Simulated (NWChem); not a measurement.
**singlet BSiH3ClO+: levels of theory compared**

We compute a comparison of 6 runs (HF/cc-pVDZ, B3LYP/cc-pVDZ, PBE0/cc-pVDZ, SVWN5/cc-pVDZ, MP2/cc-pVDZ, CCSD(T)/cc-pVDZ) of singlet BSiH3ClO+. 

Program for the calculation: NWChem 7.3.0.

## (1) The structure to begin with

BSiH3ClO+: 7 atoms, total charge +1, spin state singlet. SMILES of the parent species: `[SiH3]O[B]Cl`. Geometry: relaxed at PBE0-D4/def2-TZVP. This is one conformer, not always the lowest. That shape belongs to the parent species and isn't relaxed for this state.

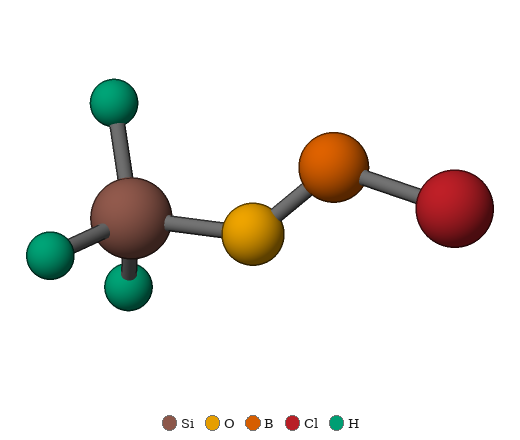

Viewed from a chosen angle; silicon brown, oxygen amber, boron orange, chlorine red, hydrogen teal.

## (2) The energy at HF/cc-pVDZ (run 1)

File bclh3osi.xyz:

```xyz
7
BClH3OSi
Si    -0.573000     0.775400     0.374800
O      0.044900    -0.648400    -0.233600
B      1.256200    -1.042100    -0.596600
Cl     1.605000    -2.636800    -1.219100
H     -1.201300     0.456800     1.676100
H      0.515600     1.766600     0.541200
H     -1.586300     1.260400    -0.588400
```

File run.py:

```python
from ase.io import read
from ase.calculators.nwchem import NWChem

molecule = read('bclh3osi.xyz')

calc = NWChem(
    label='bclh3osi',
    theory='scf',
    memory='2200 mb',
    basis='cc-pVDZ',
    basispar='spherical bse',
    charge=1,
    scf={'nopen': '0', 'rhf': None, 'thresh': '1e-08', 'maxiter': '80'},
    task='energy',
)
molecule.calc = calc

print("Total energy (eV):", round(molecule.get_potential_energy(), 6))
print("dipole (e A):", molecule.get_dipole_moment().round(4))
```

Run with:

```bash
$ export ASE_NWCHEM_COMMAND="nwchem PREFIX.nwi > PREFIX.nwo"
$ python run.py
```

What it wrote:

```text
Total energy (eV): -23116.026327
dipole (e A): [ 1.0022 -0.6142 -0.4013]
```

The calculator wrote bclh3osi.nwi:

```
title "bclh3osi"

permanent_dir bclh3osi

scratch_dir bclh3osi

start bclh3osi

geometry units angstrom nocenter noautosym noautoz
  Si -5.7299999999999995e-01 7.7539999999999998e-01 3.7480000000000002e-01
  O  4.4900000000000002e-02 -6.4839999999999998e-01 -2.3360000000000000e-01
  B  1.2562000000000000e+00 -1.0421000000000000e+00 -5.9660000000000002e-01
  Cl 1.6050000000000000e+00 -2.6368000000000000e+00 -1.2191000000000001e+00
  H  -1.2013000000000000e+00 4.5679999999999998e-01 1.6760999999999999e+00
  H  5.1559999999999995e-01 1.7665999999999999e+00 5.4120000000000001e-01
  H  -1.5863000000000000e+00 1.2604000000000000e+00 -5.8840000000000003e-01
end

charge 1

memory 2200 mb

basis spherical bse noprint
   * library cc-pVDZ
end

scf
  nopen 0
  rhf
  thresh 1e-08
  maxiter 80
end

task scf energy
```

bclh3osi.nwo:

```text
Northwest Computational Chemistry Package (NWChem) 7.3.0
             --------------------------------------------------------

           Job information
           ---------------

    nwchem branch   = 7.3.0
    use scalapack   = T
    input           = bclh3osi.nwi
    prefix          = bclh3osi.
    data base       = bclh3osi/bclh3osi.db
    status          = startup
    nproc           =        1

           Memory information
           ------------------

[... 5 lines left out ...]
    hardfail = no
[... 140 lines left out ...]
         Quadratically convergent ROHF
[... 15 lines left out ...]
       Final RHF  results
[... 4 lines left out ...]
      Two-electron energy =    486.480324752147
[... 42 lines left out ...]
                       ROHF Final Molecular Orbital Analysis
[... 266 lines left out ...]
       Multipole analysis of the density wrt the origin
       ------------------------------------------------

     L   x y z        total         open         nuclear
     -   - - -        -----         ----         -------
     0   0 0 0      1.000000      0.000000     47.000000

     1   1 0 0      1.893953      0.000000     44.656493
[... 8 lines of this table left out ...]
     2   0 0 2    -24.023164      0.000000    117.476464

 Task  times  cpu:       46.7s     wall:       46.7s
 Total times  cpu:       46.7s     wall:       46.7s
```

It took 48 s on 1 thread of Intel Xeon Platinum 8488C (Sapphire Rapids), shared host; peak memory 0.099 GiB.

## (3) A single-point energy at B3LYP/cc-pVDZ (run 2)

File input.nw:

```
start input
memory 2200 mb
charge 1

geometry units angstroms noautosym nocenter noautoz
 Si   -0.573000    0.775400    0.374800
 O     0.044900   -0.648400   -0.233600
 B     1.256200   -1.042100   -0.596600
 Cl    1.605000   -2.636800   -1.219100
 H    -1.201300    0.456800    1.676100
 H     0.515600    1.766600    0.541200
 H    -1.586300    1.260400   -0.588400
end

basis spherical bse
 * library cc-pVDZ
end

dft
 xc b3lyp
 grid xfine
 convergence energy 1e-08
 iterations 100
 mulliken
end

task dft energy
```

Run with:

```bash
$ nwchem input.nw > input.out
```

What it wrote:

```text
[...]
          Wavefunction type:  closed shell.
          No. of atoms     :     7
          No. of electrons :    46
[...]
          Charge           :     1
          Spin multiplicity:     1
[...]
          AO basis - number of functions:    79
[...]
              XC Information
              --------------
                         B3LYP Method XC Potential
                     Hartree-Fock (Exact) Exchange  0.200
                        Slater Exchange Functional  0.800 local
                    Becke 1988 Exchange Functional  0.720 non-local
              Lee-Yang-Parr Correlation Functional  0.810
                  VWN I RPA Correlation Functional  0.190 local
[...]
 d= 0,ls=0.0,diis     1   -851.1407734461 -1.03D+03  2.59D-02  1.86D+00     5.3
[...]
 d= 0,ls=0.0,diis    10   -851.3523372558 -8.21D-09  5.89D-07  2.25D-09    40.9
         Total DFT energy =     -851.352337255782
      One electron energy =    -1510.911594648396
           Coulomb energy =      547.710841795708
    Exchange-Corr. energy =      -62.683664051483
 Nuclear repulsion energy =      174.532079648389
[...]
      Total Density - Mulliken Population Analysis
     ---------------------------------------------
    Atom       Charge   Shell Charges
 -----------   ------   -------------------------------------------------------
    1 Si  14    13.56   2.00  2.03  0.80  0.38  6.01  1.47  0.59  0.27
    2 O    8     8.08   2.01  0.85  0.82  2.90  1.50  0.01
    3 B    5     4.62   2.01  0.64  0.21  1.36  0.20  0.20
    4 Cl  17    16.76   2.00  2.03  1.01  0.87  6.00  3.03  1.78  0.03
    5 H    1     0.98   0.72  0.25  0.01
    6 H    1     1.01   0.73  0.27  0.01
    7 H    1     0.98   0.72  0.25  0.01
[...]
```

It took 42 s on 1 thread of Intel Xeon Platinum 8488C (Sapphire Rapids), shared host; peak memory 0.13 GiB.

Runs 3 to 4 aren't shown in full; the table further down has their settings and results.

## (4) A single-point energy at MP2/cc-pVDZ (run 5)

File work.nw:

```
start work
memory total 2200 mb
charge 1
geometry noautosym nocenter noautoz
  Si    -0.573000     0.775400     0.374800
  O      0.044900    -0.648400    -0.233600
  B      1.256200    -1.042100    -0.596600
  Cl     1.605000    -2.636800    -1.219100
  H     -1.201300     0.456800     1.676100
  H      0.515600     1.766600     0.541200
  H     -1.586300     1.260400    -0.588400
end
basis "ao basis" spherical bse
  * library cc-pVDZ
end
scf
  thresh 1e-08
  maxiter 80
end
mp2
  freeze core 12
  tight
end
task mp2
```

Run with:

```bash
$ nwchem work.nw > work.out
```

What it wrote:

```text
[...]
  functions       =    79
[...]
  wavefunction    = RHF
[...]
         Total SCF energy =   -849.498305845298
      One-electron energy =  -1510.510710245984
      Two-electron energy =    486.480324752297
 Nuclear repulsion energy =    174.532079648389
        Time for solution =     45.4s
[...]
          Total MP2 energy          -849.984905620599
[...]
```

Wall time 53 s (1 thread of Intel Xeon Platinum 8488C (Sapphire Rapids), shared host); peak memory 0.17 GiB.

## (5) The energy at CCSD(T)/cc-pVDZ (run 6)

File bclh3osi.nw:

```
start bclh3osi
title "BClH3OSi ccsd(t)"
memory total 2200 mb
charge 1
geometry units angstrom noautosym nocenter noautoz
Si    -0.573000     0.775400     0.374800
O      0.044900    -0.648400    -0.233600
B      1.256200    -1.042100    -0.596600
Cl     1.605000    -2.636800    -1.219100
H     -1.201300     0.456800     1.676100
H      0.515600     1.766600     0.541200
H     -1.586300     1.260400    -0.588400
end
basis "ao basis" spherical bse
* library cc-pVDZ
end
scf
singlet
rhf
thresh 1e-08
maxiter 80
end
ccsd
freeze core 12
maxiter 60
end
task ccsd(t) energy
```

Run with:

```bash
$ nwchem bclh3osi.nw > bclh3osi.out
```

What it wrote:

```text
[...]
  functions       =    79
[...]
  wavefunction    = RHF
[...]
         Total SCF energy =   -849.498305845298
      One-electron energy =  -1510.510710245984
      Two-electron energy =    486.480324752297
 Nuclear repulsion energy =    174.532079648389
        Time for solution =     45.5s
[...]
 Total MP2 energy:           -849.984905620599079
[...]
             energy      energy      error      ampl     ampl      Block
                                                time     time      time
[...]
 Total CCSD energy:           -850.021799203562978
[...]
 Total CCSD+T(CCSD) energy:           -850.040758058577012
[...]
 Total CCSD(T) energy:                -850.038475043407288
[...]
```

It took 3 min on 1 thread of Intel Xeon Platinum 8488C (Sapphire Rapids), shared host; peak memory 0.19 GiB.

## (6) Overview of the runs

| run | level | iteration cap | module | energy (Eh) | HOMO energy (eV) | LUMO energy (eV) | HOMO–LUMO gap (eV) | wall time |
| --- | --- | --- | --- | --- | --- | --- | --- | --- |
| 1 | HF/cc-pVDZ | 80 | scf | -849.498306 | -17.69 | -6.93 | 10.76 | 48 s |
| 2 | B3LYP/cc-pVDZ | 100 | dft | -851.352337 | -14.20 | -10.70 | 3.50 | 42 s |
| 3 | PBE0/cc-pVDZ | 100 | dft | -850.919948 | -14.42 | -10.47 | 3.96 | 42 s |
| 4 | SVWN5/cc-pVDZ | 100 | dft | -847.833372 | -13.11 | -11.46 | 1.65 | 30 s |
| 5 | MP2/cc-pVDZ | 80 | mp2 | -849.984906 | -17.69 | -6.93 | 10.76 | 53 s |
| 6 | CCSD(T)/cc-pVDZ | 80 | ccsd(t) | -850.038475 | -17.69 | -6.93 | 10.76 | 3 min |

## (7) Results

| quantity | value |
| --- | --- |
| run 6: total energy | -850.03848 Eh |
| run 6: HOMO energy (Hartree–Fock orbitals) | -17.69 eV |
| run 6: LUMO energy (Hartree–Fock orbitals) | -6.93 eV |
| run 6: HOMO–LUMO gap (Hartree–Fock orbitals) | 10.76 eV |
| run 6: correlation energy (12 core orbitals frozen) | -540.2 mEh |
| run 6: (T) correction | -16.68 mEh |

**Reading.** Below the HF energy at the same shape and in the same basis (cc-pVDZ): MP2 -486.6 mEh; CCSD(T) -540.2 mEh. Over runs 1, 2, 3, 4 the HOMO–LUMO gap runs from 1.65 eV (SVWN5/cc-pVDZ) to 10.76 eV (HF/cc-pVDZ). Exact exchange widens orbital gaps. Totals of different functionals can't be ranked against each other. All runs together took 6.5 min, the longest 3 min.
